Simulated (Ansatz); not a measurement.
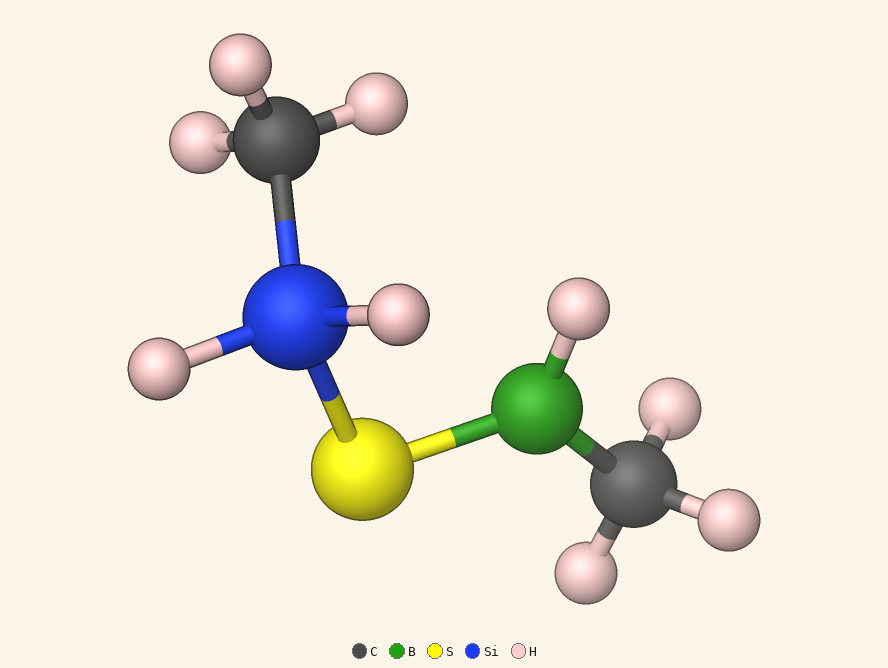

Rendered structure (ball-and-stick style).

Question: Which formula does it have?

Answer: C2H9BSSi, 14 atoms: 2 carbon, 9 hydrogen, 1 boron, 1 sulfur and 1 silicon.

Question: Give a SMILES string for it.

Answer: CBS[SiH2]C

Question: Name functional groups in it.

Answer: Among them: Si–H bond, B–H bond.

The parts below concern this one geometry. Atoms keep their numbers from picture to picture. The geometry was computed by an optimisation with PBE0-D4/def2-TZVP. No frequency run is at hand to confirm it as a minimum.

Geometry

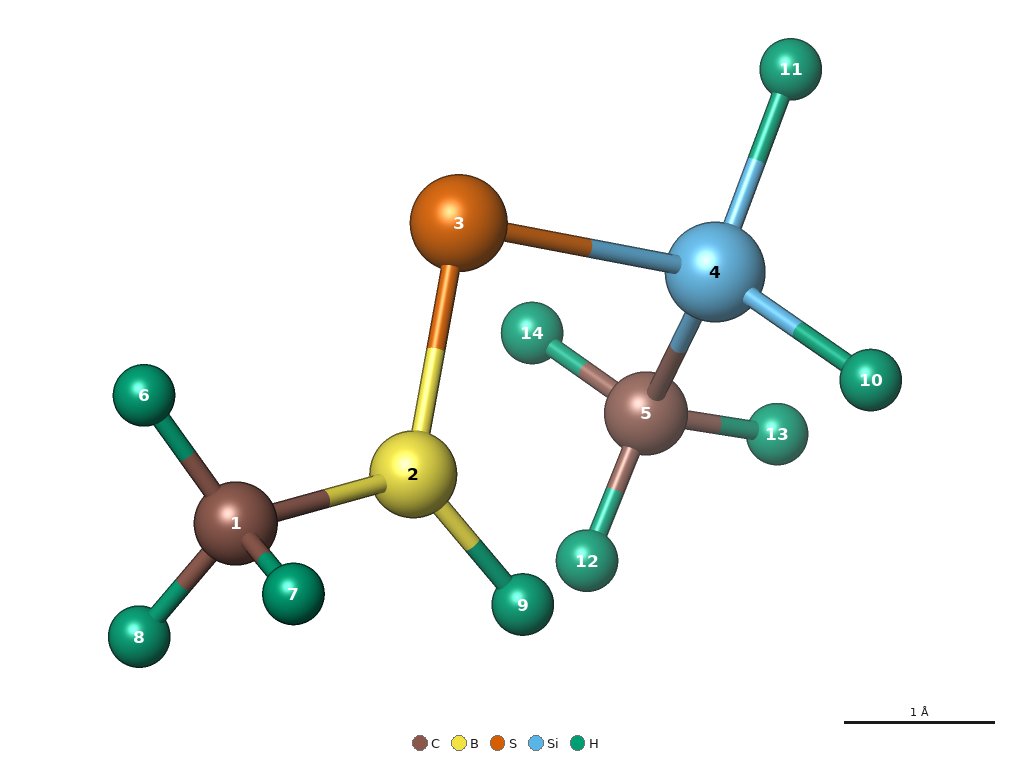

The atoms are numbered. No frequency run is at hand to confirm it as a minimum.

Give the bond lengths.

```tsv
bond	length (Å)	order
C1–B2	1.557	single
C1–H6	1.091	single
C1–H7	1.097	single
C1–H8	1.096	single
B2–S3	1.790	single
B2–H9	1.200	single
S3–Si4	2.155	single
Si4–C5	1.863	single
Si4–H10	1.485	single
Si4–H11	1.486	single
C5–H12	1.092	single
C5–H13	1.093	single
C5–H14	1.092	single
```

Levels of theory compared

No frequency run is at hand to confirm it as a minimum. Program: Ansatz 0.2.0.

At this fixed geometry, give HOMO energy (eV) at these levels: B3LYP-D4/def2-TZVPP; PBE-D4/def2-TZVPP; PBE0-D4/def2-TZVPP; r2SCAN-D4/def2-TZVPP; ωB97M-V/def2-TZVPP; ωB97X-V/def2-TZVPP.

| level | HOMO energy (eV) |
| --- | --- |
| B3LYP-D4/def2-TZVPP | −7.56 |
| PBE-D4/def2-TZVPP | −6.68 |
| PBE0-D4/def2-TZVPP | −7.80 |
| r2SCAN-D4/def2-TZVPP | −6.93 |
| ωB97M-V/def2-TZVPP | −9.95 |
| ωB97X-V/def2-TZVPP | −10.09 |

Dipole moment

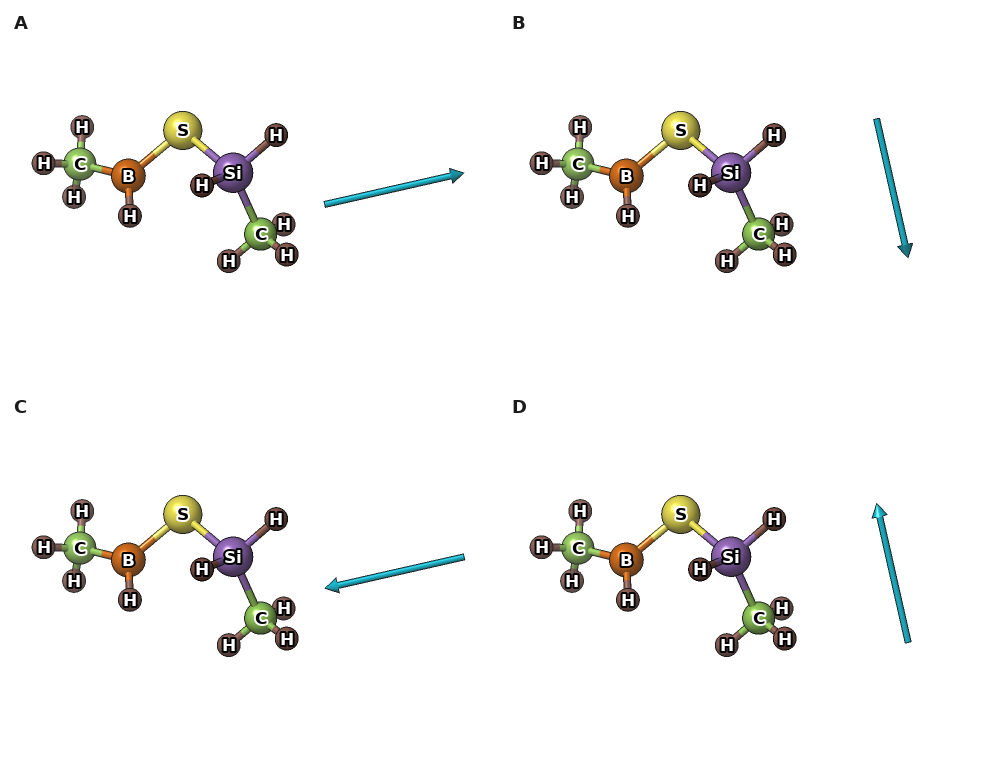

The same molecule four times, each with an arrow. No frequency run is at hand to confirm it as a minimum. Properties computed with RKS PBE-D4/def2-TZVPP (Ansatz 0.2.0).

Question: Which arrow points along the dipole moment, from the negative to the positive end?

Answer: B. The dipole moment is 1.19 D.

Charges

The questions are on Mulliken charges. No frequency run is at hand to confirm it as a minimum. Level of theory: RKS PBE0-D4/def2-TZVP (Ansatz 0.2.0).

Give the Mulliken charges atom by atom.

```csv
atom,value (e)
C1,−0.41
B2,0.03
S3,−0.20
Si4,0.24
C5,−0.49
H6,0.13
H7,0.14
H8,0.14
H9,0.00
H10,−0.01
H11,−0.02
H12,0.15
H13,0.14
H14,0.15
```

Mulliken values depend strongly on the basis set and can even reverse the polarity of a bond.
